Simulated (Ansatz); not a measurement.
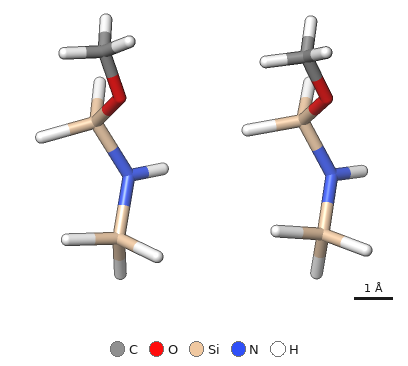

Two geometries of CH₉NOSi₂, drawn at one scale. One is the start of a relaxation, the other its converged end. A stick model, seen from a free direction.

The calculation used Ansatz 0.2.0, RKS PBE0-D4/def2-TZVP. (force threshold 0.005 eV/Å; at most 150 steps)

Question: Which of the two is the end point?

Answer: The right one is the relaxed one. The start comes from PBE-D4/def2-SVP. Over 22 geometry steps the energy falls by 2.10 kcal/mol. Largest force component: 0.63 eV/Å at the start, 0.0046 eV/Å at the end. An H atom moves most after the best rigid fit: 0.40 Å. By element the largest moves are H 0.40 Å, C 0.15 Å, Si 0.15 Å, O 0.14 Å, N 0.09 Å. Near-neighbour distances that change, for instance: O–Si 1.682 → 1.643 Å, N–Si 1.757 → 1.728 Å, N–Si 1.736 → 1.710 Å, H–Si 1.509 → 1.488 Å. Bond angles that change, for instance: O–Si–H 110.3° → 108.3°. The run took 2.7 min on 4 threads of Arm Neoverse N1 (shared host).
